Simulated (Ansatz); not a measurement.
## A computed series for CrPdO2: response to strain

The reference is CrPdO2 (space group R-3m, No. 166; ferromagnetic; a model cell, its experimental status unchecked; relaxed with 0.1 eV smearing).

```
CELL_PARAMETERS angstrom
      1.45789     0.84171     5.98298
     -1.45789     0.84171     5.98298
      0.00000    -1.68343     5.98298
ATOMIC_POSITIONS crystal
  Pd 0.00000 0.00000 0.00000
  Cr 0.50000 0.50000 0.50000
  O  0.11155 0.11155 0.11155
  O  0.88845 0.88845 0.88845
```

Strains are applied to the cell and any free atomic positions relax.

Calculations: PBEsol/PAW in Ansatz (an electronic-structure program), scalar-relativistic without spin-orbit coupling.

Notes on the quantities. energy relative to the base: free energy F.

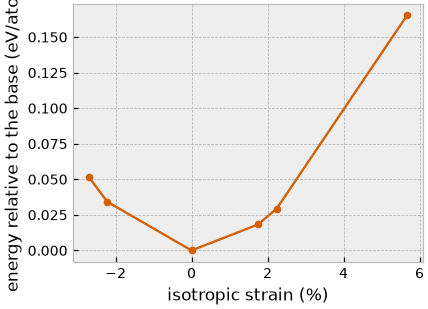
Figure: Energy relative to the base against isotropic strain

| isotropic strain (%) | energy relative to the base |
|---|---|
| -2.7 | +52 meV/atom |
| -2.22 | +34 meV/atom |
| 1.75 | +18 meV/atom |
| 2.24 | +29 meV/atom |
| 5.67 | +165 meV/atom |

No phonon test of stability was made. No Hubbard U is applied and the magnetic state is the run's own (CrPdO2 ferromagnetic); small cells can't hold the antiferromagnetic order that many such compounds have, so gaps and moments can be off.
